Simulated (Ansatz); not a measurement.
# AsH+ (doublet): PBE, r2SCAN over a scan of the distance As1–H2, cc-pVTZ, part 1 of 2

How well do these functionals follow the top wave-function level for AsH+ (doublet) over a scan of the distance As1–H2?

Program: Ansatz 0.2.0, Gaussian basis. Level of theory: cc-pVTZ, all electrons in the functionals. These are calculated values, not measurements.

Plan: PBE, r2SCAN, at 1.256 Å; 1.368 Å; 1.535 Å; 1.658 Å; 1.902 Å; 2.135 Å; 2.426 Å; 2.817 Å; 3.310 Å; 4.081 Å; 5.241 Å.

16 further runs of the same task are left out: 13 that didn't finish, 3 set aside as unsound or not needed.

**1. What is computed**

The geometry derives from a PBE0/def2-TZVP stationary point (not a proven minimum). One bond is set to the value named and the two fragments are kept rigid. No spin-orbit coupling is included. The filled d shell of As may be among the frozen orbitals whatever the setting's name suggests; the logs give the count.

2 atoms, charge 1, spin multiplicity 2.

Atoms are counted from 1 here; the program's logs count them from 0.

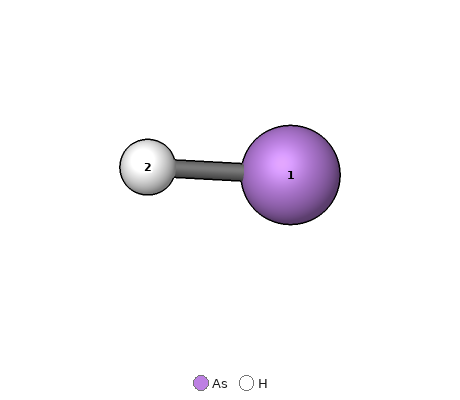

The geometry (arsenic purple, hydrogen white); atoms are numbered from 1 in the order of the file.

As a file:

```xyz
2
charge 1, multiplicity 2
As    0.00000    0.00000    0.00000
H     0.00000    0.00000    1.53480
```

No dispersion term is added.

The geometry shown and the zero of energy belong to the point 1.535 Å. The yardstick, FCI, and other wave-function levels (R restricted, U unrestricted, valence and pair active spaces) come from earlier runs.

**2. PBE, 1.256 Å**

Input file in.yaml:

```yaml
crystal:
  periodic: [false, false, false]
  atoms:
    - {symbol: As, position_ang: [0.000000, 0.000000, 0.000000]}
    - {symbol: H, position_ang: [0.000000, 0.000000, 1.256000]}
basis:
  gaussian: {orbitals: cc-pVTZ}
total_charge: 1
magnetization: {spin_polarized: true, initial_magnetization: 1}
hamiltonian: {xc: {name: PBE}}
output: {orbitals: {seedname: orbitals}}
```

Started as:

```sh
$ ansatz run in.yaml --threads 1 --pin off --events-out ev --progress --plain --max-ram 2393MiB
```

Standard output:

```text
Functional definition: PBE
  name "PBE"
  cite "Perdew, Burke & Ernzerhof, Phys. Rev. Lett. 77, 3865 (1996) doi:10.1103/PhysRevLett.77.3865"
  parent pbe
  parameter kappa = 0.804
  parameter beta = 0.06672455060314922
  exchange = pbe_x(kappa = kappa, mu = beta*pi^2/3)
  correlation = pbe_c(beta = beta)
431 factors; their error is unknown
mean field evaluation 1: about -60836.1871 eV, gradient 1.2e1 eV
mean field evaluation 2: about -60836.7868 eV, gradient 7.3e0 eV
mean field evaluation 4: about -60837.0924 eV, gradient 6.4e-2 eV
mean field evaluation 8: about -60837.0859 eV, gradient 2.0e-3 eV
mean field evaluation 16: about -60837.0859 eV, gradient 6.7e-2 eV
mean field -60837.08594146 eV, -2235.7216714908 hartree, gradient 1.0e-5 eV, S^2 0.752418; 4 other end points of the search recorded, 0 dependent functions left out
reference -60837.08597043 eV, -2235.7216725554 hartree; 17, 16 occupied and 40, 41 virtual orbitals, 431 factors
Total energy: -60837.08597043 eV, -2235.7216725554 hartree
```

It took 0.93 s on 1 thread of Arm Neoverse V2, shared host.

From the report: ⟨S²⟩ of the determinant 0.752 (pure doublet: 0.75).

**3. PBE, 1.368 Å**

Edit in.yaml of step 2 so:

```diff
@@ -4,3 +4,3 @@
     - {symbol: As, position_ang: [0.000000, 0.000000, 0.000000]}
-    - {symbol: H, position_ang: [0.000000, 0.000000, 1.256000]}
+    - {symbol: H, position_ang: [0.000000, 0.000000, 1.368000]}
 basis:
```

Launched as before.

Standard output:

```text
Functional definition: PBE
  name "PBE"
  cite "Perdew, Burke & Ernzerhof, Phys. Rev. Lett. 77, 3865 (1996) doi:10.1103/PhysRevLett.77.3865"
  parent pbe
  parameter kappa = 0.804
  parameter beta = 0.06672455060314922
  exchange = pbe_x(kappa = kappa, mu = beta*pi^2/3)
  correlation = pbe_c(beta = beta)
431 factors; their error is unknown
mean field evaluation 1: about -60837.0997 eV, gradient 1.1e1 eV
mean field evaluation 2: about -60837.5944 eV, gradient 6.5e0 eV
mean field evaluation 4: about -60837.8746 eV, gradient 2.0e-1 eV
mean field evaluation 8: about -60837.8673 eV, gradient 3.9e-2 eV
mean field evaluation 16: about -60837.8676 eV, gradient 6.5e-2 eV
mean field -60837.86729096 eV, -2235.7503855553 hartree, gradient 6.2e-5 eV, S^2 0.752472; 3 other end points of the search recorded, 0 dependent functions left out
reference -60837.86731990 eV, -2235.7503866188 hartree; 17, 16 occupied and 40, 41 virtual orbitals, 431 factors
Total energy: -60837.86731990 eV, -2235.7503866188 hartree
```

It took 0.96 s on 1 thread of Arm Neoverse V2, shared host.

From the report: ⟨S²⟩ of the determinant 0.752 (pure doublet: 0.75).

**4. PBE, 1.535 Å**

Edit in.yaml of step 3 so:

```diff
@@ -4,3 +4,3 @@
     - {symbol: As, position_ang: [0.000000, 0.000000, 0.000000]}
-    - {symbol: H, position_ang: [0.000000, 0.000000, 1.368000]}
+    - {symbol: H, position_ang: [0.000000, 0.000000, 1.534800]}
 basis:
```

Launched as before.

Standard output:

```text
Functional definition: PBE
  name "PBE"
  cite "Perdew, Burke & Ernzerhof, Phys. Rev. Lett. 77, 3865 (1996) doi:10.1103/PhysRevLett.77.3865"
  parent pbe
  parameter kappa = 0.804
  parameter beta = 0.06672455060314922
  exchange = pbe_x(kappa = kappa, mu = beta*pi^2/3)
  correlation = pbe_c(beta = beta)
431 factors; their error is unknown
mean field evaluation 1: about -60837.6187 eV, gradient 9.2e0 eV
mean field evaluation 2: about -60837.9789 eV, gradient 5.8e0 eV
mean field evaluation 4: about -60838.2383 eV, gradient 5.0e-1 eV
mean field evaluation 8: about -60838.2301 eV, gradient 2.7e-3 eV
mean field evaluation 16: about -60838.1172 eV, gradient 3.8e0 eV
mean field -60838.23011177 eV, -2235.7637189742 hartree, gradient 4.2e-6 eV, S^2 0.752651; 3 other end points of the search recorded, 0 dependent functions left out
reference -60838.23014068 eV, -2235.7637200366 hartree; 17, 16 occupied and 40, 41 virtual orbitals, 431 factors
Total energy: -60838.23014068 eV, -2235.7637200366 hartree
```

Run time: 0.96 s. Hardware: 1 thread of Arm Neoverse V2, shared host.

From the report: ⟨S²⟩ of the determinant 0.753 (pure doublet: 0.75).

**5. PBE, 1.658 Å**

Edit in.yaml of step 4 so:

```diff
@@ -4,3 +4,3 @@
     - {symbol: As, position_ang: [0.000000, 0.000000, 0.000000]}
-    - {symbol: H, position_ang: [0.000000, 0.000000, 1.534800]}
+    - {symbol: H, position_ang: [0.000000, 0.000000, 1.658000]}
 basis:
```

Same command.

Standard output:

```text
Functional definition: PBE
  name "PBE"
  cite "Perdew, Burke & Ernzerhof, Phys. Rev. Lett. 77, 3865 (1996) doi:10.1103/PhysRevLett.77.3865"
  parent pbe
  parameter kappa = 0.804
  parameter beta = 0.06672455060314922
  exchange = pbe_x(kappa = kappa, mu = beta*pi^2/3)
  correlation = pbe_c(beta = beta)
431 factors; their error is unknown
mean field evaluation 1: about -60837.6361 eV, gradient 8.2e0 eV
mean field evaluation 2: about -60837.9183 eV, gradient 5.4e0 eV
mean field evaluation 4: about -60838.1609 eV, gradient 6.5e-1 eV
mean field evaluation 8: about -60838.1535 eV, gradient 4.9e-3 eV
mean field evaluation 16: about -60838.0405 eV, gradient 3.8e0 eV
mean field -60838.15351664 eV, -2235.7609041550 hartree, gradient 5.2e-6 eV, S^2 0.752943; 2 other end points of the search recorded, 0 dependent functions left out
reference -60838.15354548 eV, -2235.7609052150 hartree; 17, 16 occupied and 40, 41 virtual orbitals, 431 factors
Total energy: -60838.15354548 eV, -2235.7609052150 hartree
```

Wall time 0.96 s (1 thread of Arm Neoverse V2, shared host).

From the report: ⟨S²⟩ of the determinant 0.753 (pure doublet: 0.75).

From 1.535 Å: +7.4 kJ/mol.

**6. PBE, 1.902 Å**

Edit in.yaml of step 5 so:

```diff
@@ -4,3 +4,3 @@
     - {symbol: As, position_ang: [0.000000, 0.000000, 0.000000]}
-    - {symbol: H, position_ang: [0.000000, 0.000000, 1.658000]}
+    - {symbol: H, position_ang: [0.000000, 0.000000, 1.902000]}
 basis:
```

Same command.

Standard output:

```text
Functional definition: PBE
  name "PBE"
  cite "Perdew, Burke & Ernzerhof, Phys. Rev. Lett. 77, 3865 (1996) doi:10.1103/PhysRevLett.77.3865"
  parent pbe
  parameter kappa = 0.804
  parameter beta = 0.06672455060314922
  exchange = pbe_x(kappa = kappa, mu = beta*pi^2/3)
  correlation = pbe_c(beta = beta)
431 factors; their error is unknown
mean field evaluation 1: about -60837.2502 eV, gradient 6.7e0 eV
mean field evaluation 2: about -60837.4689 eV, gradient 4.2e0 eV
mean field evaluation 4: about -60837.6209 eV, gradient 9.1e-1 eV
mean field evaluation 8: about -60837.6168 eV, gradient 1.3e-2 eV
mean field evaluation 16: about -60835.2680 eV, gradient 7.9e0 eV
mean field evaluation 32: about -60836.1193 eV, gradient 1.1e0 eV
mean field -60837.61681468 eV, -2235.7411807218 hartree, gradient 1.2e-5 eV, S^2 0.754664; 7 other end points of the search recorded, 0 dependent functions left out
reference -60837.61684366 eV, -2235.7411817869 hartree; 17, 16 occupied and 40, 41 virtual orbitals, 431 factors
Total energy: -60837.61684366 eV, -2235.7411817869 hartree
```

Run time: 1.8 s. Hardware: 1 thread of Arm Neoverse V2, shared host.

From the report: ⟨S²⟩ of the determinant 0.755 (pure doublet: 0.75).

From 1.535 Å: +59.2 kJ/mol.

**7. PBE, 2.135 Å**

Edit in.yaml of step 6 so:

```diff
@@ -4,3 +4,3 @@
     - {symbol: As, position_ang: [0.000000, 0.000000, 0.000000]}
-    - {symbol: H, position_ang: [0.000000, 0.000000, 1.902000]}
+    - {symbol: H, position_ang: [0.000000, 0.000000, 2.135000]}
 basis:
```

Launched as before.

Standard output:

```text
Functional definition: PBE
  name "PBE"
  cite "Perdew, Burke & Ernzerhof, Phys. Rev. Lett. 77, 3865 (1996) doi:10.1103/PhysRevLett.77.3865"
  parent pbe
  parameter kappa = 0.804
  parameter beta = 0.06672455060314922
  exchange = pbe_x(kappa = kappa, mu = beta*pi^2/3)
  correlation = pbe_c(beta = beta)
431 factors; their error is unknown
mean field evaluation 1: about -60836.6615 eV, gradient 6.0e0 eV
mean field evaluation 2: about -60836.8839 eV, gradient 3.7e0 eV
mean field evaluation 4: about -60836.9459 eV, gradient 1.0e0 eV
mean field evaluation 8: about -60836.9502 eV, gradient 3.9e-2 eV
mean field evaluation 16: about -60836.9503 eV, gradient 1.8e-4 eV
mean field evaluation 32: about -60834.5414 eV, gradient 4.0e-2 eV
mean field evaluation 64: about -60834.7339 eV, gradient 1.2e0 eV
mean field -60836.95028227 eV, -2235.7166861074 hartree, gradient 9.0e-6 eV, S^2 0.762603; 12 other end points of the search recorded, 0 dependent functions left out
reference -60836.95031170 eV, -2235.7166871891 hartree; 17, 16 occupied and 40, 41 virtual orbitals, 431 factors
Total energy: -60836.95031170 eV, -2235.7166871891 hartree
```

Run time: 3.4 s. Hardware: 1 thread of Arm Neoverse V2, shared host.

From the report: ⟨S²⟩ of the determinant 0.763 (pure doublet: 0.75).

From 1.535 Å: +123.5 kJ/mol.

**8. PBE, 2.426 Å**

Edit in.yaml of step 7 so:

```diff
@@ -4,3 +4,3 @@
     - {symbol: As, position_ang: [0.000000, 0.000000, 0.000000]}
-    - {symbol: H, position_ang: [0.000000, 0.000000, 2.135000]}
+    - {symbol: H, position_ang: [0.000000, 0.000000, 2.426000]}
 basis:
```

Launched as before.

Standard output, cut to the lines that bear on the results:

```text
Functional definition: PBE
  name "PBE"
  cite "Perdew, Burke & Ernzerhof, Phys. Rev. Lett. 77, 3865 (1996) doi:10.1103/PhysRevLett.77.3865"
  parent pbe
[...]
431 factors; their error is unknown
[...]
mean field -60836.17966878 eV, -2235.6883665840 hartree, gradient 9.4e-6 eV, S^2 0.925197; 11 other end points of the search recorded, 0 dependent functions left out
reference -60836.17969966 eV, -2235.6883677189 hartree; 17, 16 occupied and 40, 41 virtual orbitals, 431 factors
Total energy: -60836.17969966 eV, -2235.6883677189 hartree
```

It took 3.8 s on 1 thread of Arm Neoverse V2, shared host.

From the report: ⟨S²⟩ of the determinant 0.925 (pure doublet: 0.75).

From 1.535 Å: +197.8 kJ/mol.

**9. PBE, 2.817 Å**

Edit in.yaml of step 8 so:

```diff
@@ -4,3 +4,3 @@
     - {symbol: As, position_ang: [0.000000, 0.000000, 0.000000]}
-    - {symbol: H, position_ang: [0.000000, 0.000000, 2.426000]}
+    - {symbol: H, position_ang: [0.000000, 0.000000, 2.817000]}
 basis:
```

The command is unchanged.

Standard output, cut to the lines that bear on the results:

```text
Functional definition: PBE
  name "PBE"
  cite "Perdew, Burke & Ernzerhof, Phys. Rev. Lett. 77, 3865 (1996) doi:10.1103/PhysRevLett.77.3865"
  parent pbe
[...]
431 factors; their error is unknown
[...]
mean field -60835.63695430 eV, -2235.6684221946 hartree, gradient 9.3e-6 eV, S^2 1.564710; 16 other end points of the search recorded, 0 dependent functions left out
reference -60835.63698802 eV, -2235.6684234339 hartree; 17, 16 occupied and 40, 41 virtual orbitals, 431 factors
Total energy: -60835.63698802 eV, -2235.6684234339 hartree
```

It took 6 s on 1 thread of Arm Neoverse V2, shared host.

From the report: ⟨S²⟩ of the determinant 1.565 (pure doublet: 0.75). The determinant is far from a pure spin state, so its energy mixes those of several spin states (harmless only where they are near-degenerate, as at dissociation).

From 1.535 Å: +250.2 kJ/mol.

**10. PBE, 3.310 Å**

Edit in.yaml of step 9 so:

```diff
@@ -4,3 +4,3 @@
     - {symbol: As, position_ang: [0.000000, 0.000000, 0.000000]}
-    - {symbol: H, position_ang: [0.000000, 0.000000, 2.817000]}
+    - {symbol: H, position_ang: [0.000000, 0.000000, 3.310000]}
 basis:
```

Launched as before.

Standard output:

```text
Functional definition: PBE
  name "PBE"
  cite "Perdew, Burke & Ernzerhof, Phys. Rev. Lett. 77, 3865 (1996) doi:10.1103/PhysRevLett.77.3865"
  parent pbe
  parameter kappa = 0.804
  parameter beta = 0.06672455060314922
  exchange = pbe_x(kappa = kappa, mu = beta*pi^2/3)
  correlation = pbe_c(beta = beta)
431 factors; their error is unknown
mean field evaluation 1: about -60829.8506 eV, gradient 1.5e1 eV
mean field evaluation 2: about -60817.8174 eV, gradient 3.2e1 eV
mean field evaluation 4: about -60828.5948 eV, gradient 9.3e0 eV
mean field evaluation 8: about -60835.3426 eV, gradient 5.9e-1 eV
mean field evaluation 16: about -60835.3625 eV, gradient 4.7e-1 eV
mean field evaluation 32: about -60835.4382 eV, gradient 8.7e-6 eV
mean field evaluation 64: about -60835.3410 eV, gradient 3.0e-6 eV
mean field -60835.43816705 eV, -2235.6611168982 hartree, gradient 5.3e-6 eV, S^2 1.752697; 6 other end points of the search recorded, 0 dependent functions left out
reference -60835.43820300 eV, -2235.6611182192 hartree; 17, 16 occupied and 40, 41 virtual orbitals, 431 factors
Total energy: -60835.43820300 eV, -2235.6611182192 hartree
```

Wall time 3.8 s (1 thread of Arm Neoverse V2, shared host).

From the report: ⟨S²⟩ of the determinant 1.753 (pure doublet: 0.75). The determinant is far from a pure spin state, so its energy mixes those of several spin states (harmless only where they are near-degenerate, as at dissociation).

From 1.535 Å: +269.4 kJ/mol.

**11. PBE, 4.081 Å**

Edit in.yaml of step 10 so:

```diff
@@ -4,3 +4,3 @@
     - {symbol: As, position_ang: [0.000000, 0.000000, 0.000000]}
-    - {symbol: H, position_ang: [0.000000, 0.000000, 3.310000]}
+    - {symbol: H, position_ang: [0.000000, 0.000000, 4.081000]}
 basis:
```

Launched as before.

Standard output, cut to the lines that bear on the results:

```text
Functional definition: PBE
  name "PBE"
  cite "Perdew, Burke & Ernzerhof, Phys. Rev. Lett. 77, 3865 (1996) doi:10.1103/PhysRevLett.77.3865"
  parent pbe
[...]
431 factors; their error is unknown
[...]
mean field -60835.33165885 eV, -2235.6572027941 hartree, gradient 7.1e-6 eV, S^2 1.752685; 6 other end points of the search recorded, 0 dependent functions left out
reference -60835.33169712 eV, -2235.6572042002 hartree; 17, 16 occupied and 40, 41 virtual orbitals, 431 factors
Total energy: -60835.33169712 eV, -2235.6572042002 hartree
```

It took 4.7 s on 1 thread of Arm Neoverse V2, shared host.

From the report: ⟨S²⟩ of the determinant 1.753 (pure doublet: 0.75). The determinant is far from a pure spin state, so its energy mixes those of several spin states (harmless only where they are near-degenerate, as at dissociation).

From 1.535 Å: +279.7 kJ/mol.

**12. PBE, 5.241 Å**

Edit in.yaml of step 11 so:

```diff
@@ -4,3 +4,3 @@
     - {symbol: As, position_ang: [0.000000, 0.000000, 0.000000]}
-    - {symbol: H, position_ang: [0.000000, 0.000000, 4.081000]}
+    - {symbol: H, position_ang: [0.000000, 0.000000, 5.241000]}
 basis:
```

Launched as before.

Standard output, cut to the lines that bear on the results:

```text
Functional definition: PBE
  name "PBE"
  cite "Perdew, Burke & Ernzerhof, Phys. Rev. Lett. 77, 3865 (1996) doi:10.1103/PhysRevLett.77.3865"
  parent pbe
[...]
431 factors; their error is unknown
[...]
mean field -60835.34830282 eV, -2235.6578144487 hartree, gradient 2.1e-6 eV, S^2 1.752350; 17 other end points of the search recorded, 0 dependent functions left out
reference -60835.34834613 eV, -2235.6578160401 hartree; 17, 16 occupied and 40, 41 virtual orbitals, 431 factors
Total energy: -60835.34834613 eV, -2235.6578160401 hartree
```

Run time: 14 s. Hardware: 1 thread of Arm Neoverse V2, shared host.

From the report: ⟨S²⟩ of the determinant 1.752 (pure doublet: 0.75). The determinant is far from a pure spin state, so its energy mixes those of several spin states (harmless only where they are near-degenerate, as at dissociation).

From 1.535 Å: +278.1 kJ/mol.

**13. r2SCAN, 1.256 Å**

Input file in.yaml:

```yaml
crystal:
  periodic: [false, false, false]
  atoms:
    - {symbol: As, position_ang: [0.000000, 0.000000, 0.000000]}
    - {symbol: H, position_ang: [0.000000, 0.000000, 1.256000]}
basis:
  gaussian: {orbitals: cc-pVTZ}
total_charge: 1
magnetization: {spin_polarized: true, initial_magnetization: 1}
hamiltonian: {xc: {name: r2SCAN}}
output: {forces: true}
```

Same command.

Standard output, cut to the lines that bear on the results:

```text
Functional definition: r2SCAN
  name "r2SCAN"
  cite "Furness, Kaplan, Ning, Perdew & Sun, J. Phys. Chem. Lett. 11, 8208 (2020) doi:10.1021/acs.jpclett.0c02405"
  cite "Furness, Kaplan, Ning, Perdew & Sun, J. Phys. Chem. Lett. 11, 9248 (2020) doi:10.1021/acs.jpclett.0c03077"
  parent r2scan
[...]
431 factors; their error is unknown
[...]
mean field -60845.95947058 eV, -2236.0477676710 hartree, gradient 3.0e-5 eV, S^2 0.755173; 4 other end points of the search recorded, 0 dependent functions left out
[...]
reference -60845.95948090 eV, -2236.0477680503 hartree; 17, 16 occupied and 40, 41 virtual orbitals, 431 factors
Total energy: -60845.95948090 eV, -2236.0477680503 hartree
Atom 0 at     0.000000     0.000000     0.000000 Å, force    -0.000000    -0.000000    -9.477911 eV/Å
Atom 1 at     0.000000     0.000000     1.256000 Å, force     0.000000     0.000000     9.477911 eV/Å
Dipole moment:     0.000000    -0.000000     0.179187 e Å
```

It took 2.8 s on 1 thread of Arm Neoverse V2, shared host.

From the report: ⟨S²⟩ of the determinant 0.755 (pure doublet: 0.75).

**14. r2SCAN, 1.368 Å**

Edit in.yaml of step 13 so:

```diff
@@ -4,3 +4,3 @@
     - {symbol: As, position_ang: [0.000000, 0.000000, 0.000000]}
-    - {symbol: H, position_ang: [0.000000, 0.000000, 1.256000]}
+    - {symbol: H, position_ang: [0.000000, 0.000000, 1.368000]}
 basis:
```

Launched as before.

Standard output, cut to the lines that bear on the results:

```text
Functional definition: r2SCAN
  name "r2SCAN"
  cite "Furness, Kaplan, Ning, Perdew & Sun, J. Phys. Chem. Lett. 11, 8208 (2020) doi:10.1021/acs.jpclett.0c02405"
  cite "Furness, Kaplan, Ning, Perdew & Sun, J. Phys. Chem. Lett. 11, 9248 (2020) doi:10.1021/acs.jpclett.0c03077"
  parent r2scan
[...]
431 factors; their error is unknown
[...]
mean field -60846.70571129 eV, -2236.0751915115 hartree, gradient 3.6e-5 eV, S^2 0.755276; 2 other end points of the search recorded, 0 dependent functions left out
[...]
reference -60846.70572161 eV, -2236.0751918908 hartree; 17, 16 occupied and 40, 41 virtual orbitals, 431 factors
Total energy: -60846.70572161 eV, -2236.0751918908 hartree
Atom 0 at     0.000000     0.000000     0.000000 Å, force     0.000000     0.000000    -4.264709 eV/Å
Atom 1 at     0.000000     0.000000     1.368000 Å, force    -0.000000    -0.000000     4.264709 eV/Å
Dipole moment:     0.000000    -0.000000     0.163888 e Å
```

Run time: 2.8 s. Hardware: 1 thread of Arm Neoverse V2, shared host.

From the report: ⟨S²⟩ of the determinant 0.755 (pure doublet: 0.75).

**15. r2SCAN, 1.535 Å**

Edit in.yaml of step 14 so:

```diff
@@ -4,3 +4,3 @@
     - {symbol: As, position_ang: [0.000000, 0.000000, 0.000000]}
-    - {symbol: H, position_ang: [0.000000, 0.000000, 1.368000]}
+    - {symbol: H, position_ang: [0.000000, 0.000000, 1.534800]}
 basis:
```

The command is unchanged.

Standard output, cut to the lines that bear on the results:

```text
Functional definition: r2SCAN
  name "r2SCAN"
  cite "Furness, Kaplan, Ning, Perdew & Sun, J. Phys. Chem. Lett. 11, 8208 (2020) doi:10.1021/acs.jpclett.0c02405"
  cite "Furness, Kaplan, Ning, Perdew & Sun, J. Phys. Chem. Lett. 11, 9248 (2020) doi:10.1021/acs.jpclett.0c03077"
  parent r2scan
[...]
431 factors; their error is unknown
[...]
mean field -60847.01562949 eV, -2236.0865807954 hartree, gradient 2.3e-5 eV, S^2 0.755534; 3 other end points of the search recorded, 0 dependent functions left out
[...]
reference -60847.01563982 eV, -2236.0865811749 hartree; 17, 16 occupied and 40, 41 virtual orbitals, 431 factors
Total energy: -60847.01563982 eV, -2236.0865811749 hartree
Atom 0 at     0.000000     0.000000     0.000000 Å, force    -0.000000     0.000000     0.030000 eV/Å
Atom 1 at     0.000000     0.000000     1.534800 Å, force    -0.000000     0.000000    -0.030000 eV/Å
Dipole moment:    -0.000000    -0.000000     0.147715 e Å
```

Wall time 2.8 s (1 thread of Arm Neoverse V2, shared host).

From the report: ⟨S²⟩ of the determinant 0.756 (pure doublet: 0.75).

(Continued in part 2 of 2.)
